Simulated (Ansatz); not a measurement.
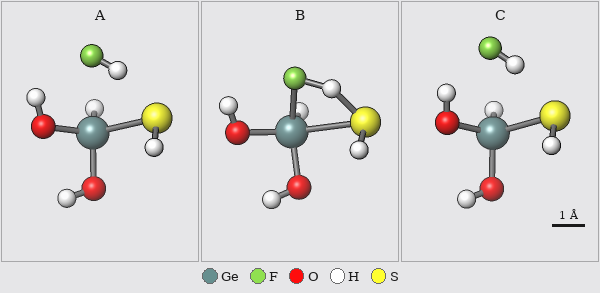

3 geometries from a converged minimum-energy path of GeH5SO2F, made up at the start of GeH$_{3}$O$_{2}$F and H₂S, shuffled. A ball-and-stick model, seen from a free direction.

Method: RKS PBE0/def2-SVP in Ansatz 0.2.0. Set-up: 7 movable images; climbing image; force threshold 0.03 eV/Å; iteration limit 60; starting path through a guess of the saddle point.

> Which frame is the top of the path?

B. In order along the path, whose images run from 0 to 8: B (image 4, +1.06 eV), A (image 6, +0.26 eV), C (image 7, +0.07 eV). Breaking: F–Ge (1.74 → 3.28 Å), H–S (1.35 → 2.18 Å). Forming: F–H (2.51 → 0.94 Å), Ge–S (3.59 → 2.26 Å).

Limits of the set-up: the start holds two separate molecules, 2.3 Å apart at their closest, whose relative position is a soft coordinate and is computed without a dispersion correction.

Cost: 3.2 min on 4 threads of Arm Neoverse V1, with other jobs on the host, peak memory 0.31 GiB.
